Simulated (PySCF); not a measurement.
**ClGeH₃, SMILES `Cl[GeH3]`: what the electrons do**

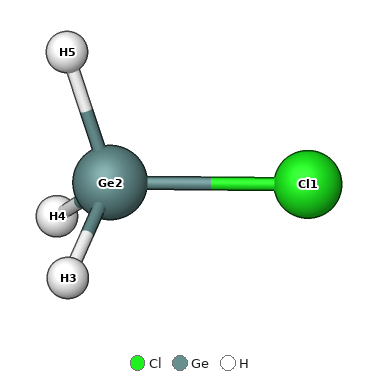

The molecule, with its atoms numbered as below. No frequency check shows the geometry to be a minimum.

Geometry (Å), atoms numbered from 1:

```
Cl1     -1.4316   -0.0000    0.0001
Ge2      0.6536    0.0000    0.0000
H3       1.1395   -1.1740   -0.7977
H4       1.1419   -0.1040    1.4137
H5       1.1394    1.2779   -0.6179
```

Part 1: Bonding charge

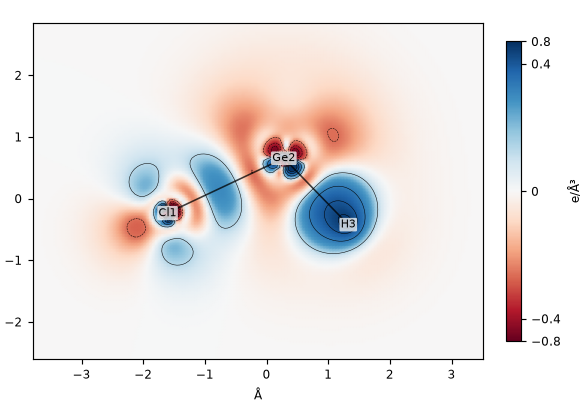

Deformation density (molecule less spherical, spin-averaged free atoms) in the plane of Cl1, Ge2 and H3; colour scale in e/Å³, logarithmic beyond ±0.1; blue: gain, red: loss.

PySCF calculation, PBE/def2-TZVP, gas phase; geometry: GFN2-xTB.

Q: How much density has each bond in this plane gained at its critical point, relative to the free atoms?

A: Ge2–H3: +0.27 e/Å³ at the bond critical point (bond length 1.50 Å, Mayer order 0.9). Cl1–Ge2: +0.07 e/Å³ at the bond critical point (bond length 2.08 Å, Mayer order 1.1). In all, 1.0 electrons gather in the regions of gain relative to the promolecule. A small or negative value marks a very polar bond, one between electron-rich atoms, whose free-atom densities already overlap strongly, a long bond to a heavier atom, or a closed-shell contact such as a hydrogen bond.

Q: Where do the Hirshfeld charges lie?

A: The highest Hirshfeld charge is on Ge2 (+0.31 e), the lowest on Cl1 (−0.14 e).

Part 2: Bond critical points

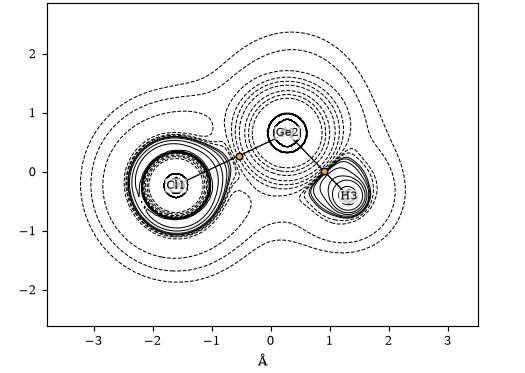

Negative Laplacian of the density (−∇²ρ) in the plane of Cl1, Ge2 and H3 (solid lines positive, dashed lines negative, contours at ±0.02 to ±8 a.u.), with bond paths and bond critical points (dots).

Q: Sort the bonds in the plane by the sign of ∇²ρ at their critical points.

A: At none is it concentrated. Depleted (∇²ρ > 0): Ge2–H3 (+0.06 a.u., H = −0.085); Cl1–Ge2 (+0.23 a.u., H = −0.051). A positive Laplacian with clearly negative H marks a strongly polar covalent bond, whose critical point lies close to the core of the less electronegative atom.

Q: Where along Ge2–H3 does the critical point lie?

A: 0.90 Å from Ge2 and 0.60 Å from H3.

Part 3: Electrostatic potential

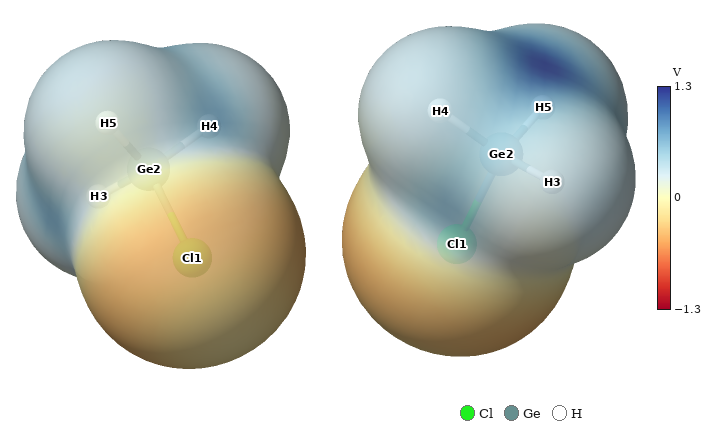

Electrostatic potential on the surface of electron density 0.001 a.u. (back view left, front view right).

Q: Where are the extremes of the potential on the surface?

A: Highest: 1.25 V, near Ge2 (2.05 Å), H5 (2.09 Å), H4 (2.11 Å) and H3 (2.13 Å). Further maxima include 0.73 V, near H4 (2.05 Å), H5 (2.10 Å) and Ge2 (2.13 Å), and at like points elsewhere; −0.10 V, 2.0 Å from Cl1. Lowest: −0.43 V, 2.1 Å from Cl1, and at like points elsewhere. The surface is sampled at points, so like sites can differ by a few per cent and only the strongest of them is named.

Q: What volume does the surface enclose, and what is the dipole moment?

A: About 86 Å³; the dipole moment is 1.5 D.

Part 4: In an electric field

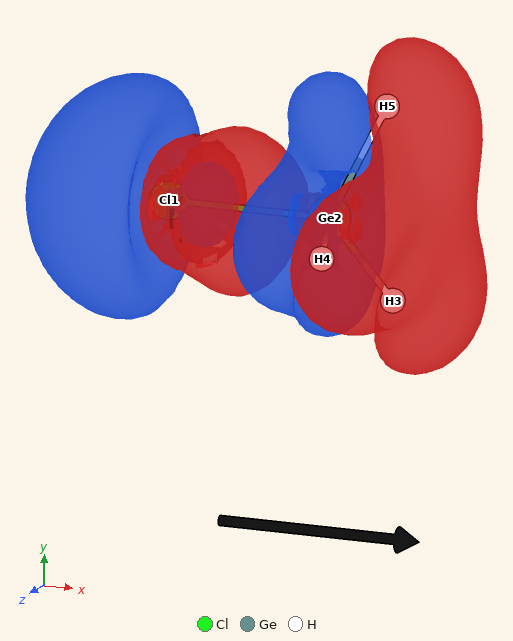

Change of the electron density in a uniform field of 0.21 V/Å along +x (arrow), surfaces at ±0.001 e/Å³ (blue: gain, red: loss).

Level of theory: PBE/def2-TZVP (PySCF), at a geometry from GFN2-xTB. A basis without diffuse functions makes polarisabilities too small.

Q: What dipole is induced, and what polarisability does it imply?

A: The induced dipole is 0.51 D (along the field); α along this axis, from the fields in both directions, is 50 bohr³ (7.4 Å³).

Q: Which atoms gain and lose the most charge?

A: Electrons gather most on Cl1 (Hirshfeld charge changes by −0.023 e) and leave Ge2 most (+0.007 e); 0.041 electrons are displaced in all.
